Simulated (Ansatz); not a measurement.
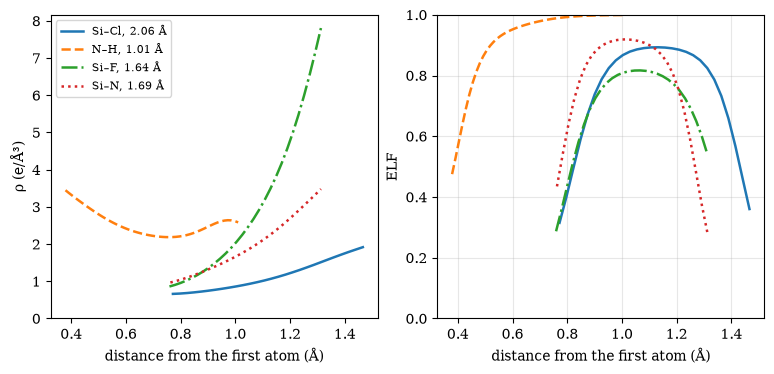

Figure. ClFH3NSi. Electron density and ELF along straight lines between neighbouring atoms. The curves leave out the atomic cores.

Not at a stationary point (largest force 1.2 eV/Å).

Method: Ansatz 0.2.0, UKS PBE0/6-31G*.

```xyz
7

Si   -0.4898    0.3834   -0.0378
F    -1.2244   -0.7057   -1.0207
N     1.0629   -0.2809   -0.1646
H     0.8857   -1.1806   -0.6080
H    -0.6820    1.7537   -0.5425
Cl   -1.3399    0.3253    1.8345
H     1.7875   -0.2951    0.5390
```

> Compare the contacts.

Si–Cl (2.06 Å): the density is about 0.9 e/Å³ at the midpoint; the ELF peaks at about 0.90 between the atoms; a shared but strongly polarised pair.
N–H (1.01 Å): the density is about 2.8 e/Å³ at the midpoint; the ELF climbs to about 1 towards the hydrogen, as it does in any bond to H (a covalent bond by its length).
Si–F (1.64 Å): ρ is about 1 e/Å³ halfway; the ELF peaks at about 0.80 in the valence shell of F, 0.6 Å from its nucleus, and is about 0.50 at the midpoint.
Si–N (1.69 Å): ρ is about 1.2 e/Å³ halfway; the ELF peaks at about 0.90 between the atoms; a shared but strongly polarised pair.
